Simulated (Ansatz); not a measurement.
Input file:

```
crystal:
  lattice:
    - [2.956831062, 0.0, 0.0]
    - [-1.478415531, 2.5606908144, 0.0]
    - [0.0, 0.0, 5.9448633773]
  atoms:
    - { symbol: Zr, position: [0.0, 0.0, 0.5] }
    - { symbol: W, position: [0.0, 0.0, 0.0] }
    - { symbol: "N", position: [0.3333333333, 0.6666666667, 0.2216420097] }
    - { symbol: "N", position: [0.3333333333, 0.6666666667, 0.7783579903] }
basis:
  ecutwfc: 420
kpoints:
  mp_grid: { grid: [18, 18, 8] }
hamiltonian:
  xc: pbe
scf:
  occupations: { method: gaussian, width: 0.1 }
output:
  forces: true
  stress: true
  eigenvalues: true
  write_density: true
  write_potential: true
  elf: true
  volumetric_format: npy
relax:
  adjacent_minimum: "off"
  f_tol: 0.01
  max_steps: 80
  cell: { stress_tol: 0.05 }
```

Launched as:

```sh
ansatz run input.yaml --threads 1 --pin off --max-ram 2048MiB --backend cpu --events-out ev --progress --plain --runs-dir out
```

Below, planes, directions and counts refer to the conventional cell (a = 2.96 Å, b = 2.96 Å, c = 5.96 Å, α = 90.00°, β = 90.00°, γ = 120.00°).

The fields are those of the relaxed geometry.

Space group P-6m2; a structure generated by program, which may or may not match a known phase.

Theory: Ansatz 0.2.0, DFT PBE, scalar-relativistic, plane waves, PAW.

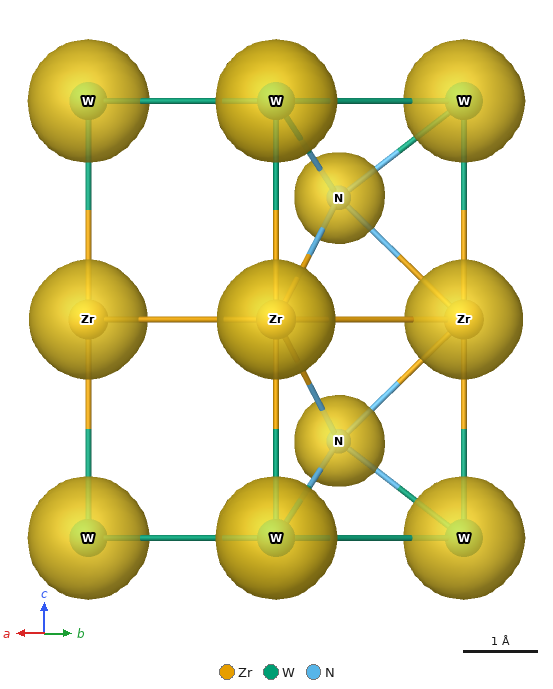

ZrWN2. Isosurface of the valence pseudo-density at 1.5 e/Å³ (yellow), seen along [110]. Sticks mark near contacts.

In a PAW calculation such maps are meaningful between the atoms, not at the nuclei.

Question: Which contacts does the surface bridge?

Answer: At this value the density breaks into separate islands; it holds about 50 % of the electrons treated as valence (semicore included). It bridges none of the near contacts. It is pinched off along the shortest W–N (2.16 Å), Zr–N (2.38 Å), Zr–Zr (2.96 Å) and W–W (2.96 Å) contacts. On the grid the lowest density along these lines, outside the cores, is 0.68 e/Å³ (W–N, 2.16 Å), 0.37 e/Å³ (Zr–N, 2.38 Å), 0.25 e/Å³ (Zr–Zr, 2.96 Å) and 0.31 e/Å³ (W–W, 2.96 Å).
